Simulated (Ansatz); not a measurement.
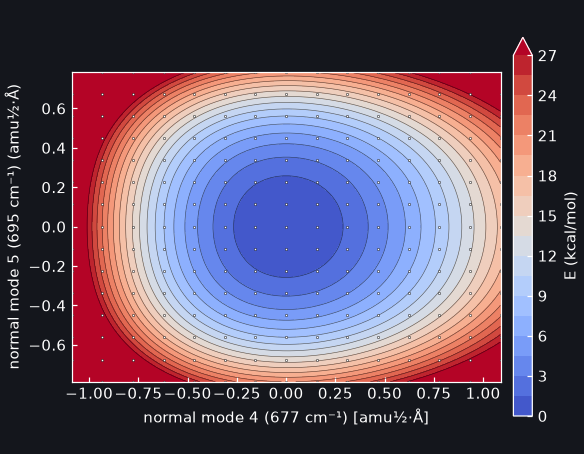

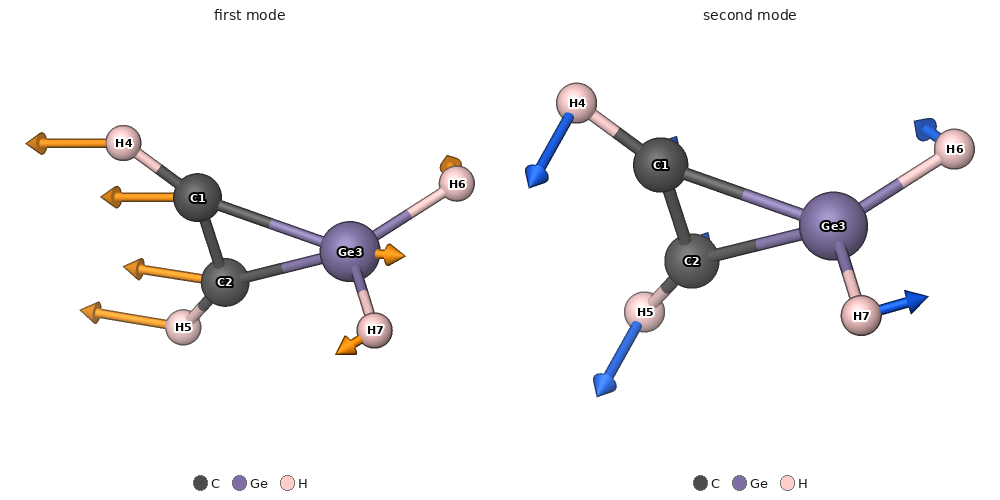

Energy landscape of C₂H₄Ge, SMILES [CH]1=[CH][GeH2]1. First axis: normal mode 4 (677 cm⁻¹). Second axis: normal mode 5 (695 cm⁻¹). Nothing is relaxed (straight displacements along the two mass-weighted modes). The scan uses a 15 × 15 grid; 120 points were computed and 105 follow by symmetry. Points are written as (first, second). Energies: kcal/mol, counted from the lowest grid point. Theory: Ansatz, RHF/def2-TZVP.

In the figure: filled contours, dots at the grid points, one colour for all values above the top of the scale. Between grid points the surface is interpolated. The second picture is the structure at the lowest point

### Summarise what can be read from the map.

The lowest grid point is at (0.000 amu½·Å, 0.000 amu½·Å). No other kind of well shows on this grid. The highest grid point, (−1.089 amu½·Å, −0.787 amu½·Å), lies 53.8 kcal/mol above the lowest.

The values on the grid:

```
normal mode 5 (695 cm⁻¹) ↓, normal mode 4 (677 cm⁻¹) →  −1.089  −0.933  −0.777  −0.622  −0.467  −0.311  −0.155  0.000  0.155  0.311  0.467  0.622  0.777  0.933  1.089
                                                 0.787    53.8    44.1    36.4    30.4    26.1    23.2    21.5   21.0   21.4   22.6   24.5   27.1   30.2   33.8   37.8
                                                 0.675    46.8    37.1    29.4    23.5    19.3    16.4    14.8   14.2   14.6   15.9   17.8   20.4   23.6   27.2   31.2
                                                 0.562    41.4    31.7    24.1    18.2    14.0    11.1     9.5    9.0    9.5   10.7   12.7   15.3   18.5   22.1   26.0
                                                 0.450    37.5    27.9    20.2    14.4    10.2     7.4     5.8    5.3    5.7    7.0    9.0   11.6   14.7   18.3   22.3
                                                 0.337    34.9    25.2    17.6    11.8     7.6     4.8     3.2    2.7    3.2    4.4    6.4    9.0   12.2   15.7   19.7
                                                 0.225    33.2    23.6    16.0    10.2     6.0     3.2     1.6    1.1    1.6    2.8    4.8    7.4   10.5   14.1   18.1
                                                 0.113    32.4    22.7    15.1     9.3     5.1     2.3     0.8    0.3    0.7    2.0    4.0    6.6    9.7   13.3   17.2
                                                 0.000    32.1    22.5    14.9     9.1     4.9     2.1     0.5    0.0    0.5    1.7    3.7    6.3    9.4   13.0   16.9
                                                −0.113    32.4    22.7    15.1     9.3     5.1     2.3     0.8    0.3    0.7    2.0    4.0    6.6    9.7   13.3   17.2
                                                −0.225    33.2    23.6    16.0    10.2     6.0     3.2     1.6    1.1    1.6    2.8    4.8    7.4   10.5   14.1   18.1
                                                −0.337    34.9    25.2    17.6    11.8     7.6     4.8     3.2    2.7    3.2    4.4    6.4    9.0   12.2   15.7   19.7
                                                −0.450    37.5    27.9    20.2    14.4    10.2     7.4     5.8    5.3    5.7    7.0    9.0   11.6   14.7   18.3   22.3
                                                −0.562    41.4    31.7    24.1    18.2    14.0    11.1     9.5    9.0    9.5   10.7   12.7   15.3   18.5   22.1   26.0
                                                −0.675    46.8    37.1    29.4    23.5    19.3    16.4    14.8   14.2   14.6   15.9   17.8   20.4   23.6   27.2   31.2
                                                −0.787    53.8    44.1    36.4    30.4    26.1    23.2    21.5   21.0   21.4   22.6   24.5   27.1   30.2   33.8   37.8
```

The input of one point:

```yaml
crystal:
  periodic: [false, false, false]
  atoms:
    - { symbol: C, position_ang: [-0.822276, -0.555596, -0.272908] }
    - { symbol: C, position_ang: [0.063984, 0.055699, -1.025724] }
    - { symbol: Ge, position_ang: [0.474563, 0.312855, 0.812727] }
    - { symbol: H, position_ang: [-1.699613, -1.14994, -0.442876] }
    - { symbol: H, position_ang: [0.226854, 0.179022, -2.079345] }
    - { symbol: H, position_ang: [0.161747, 1.633129, 1.516647] }
    - { symbol: H, position_ang: [1.59474, -0.475169, 1.491477] }
basis:
  gaussian: { orbitals: def2-TZVP }
hamiltonian:
  xc: hf
output:
  forces: true
```

Each point was launched as `ansatz run input.yaml --threads 1 --pin off --max-ram 2560MiB --backend cpu --events-out ev --progress --plain --runs-dir out`. Time for the 120 points that were run: 6.6 min on 1 thread of Arm Neoverse V2, on a shared host.
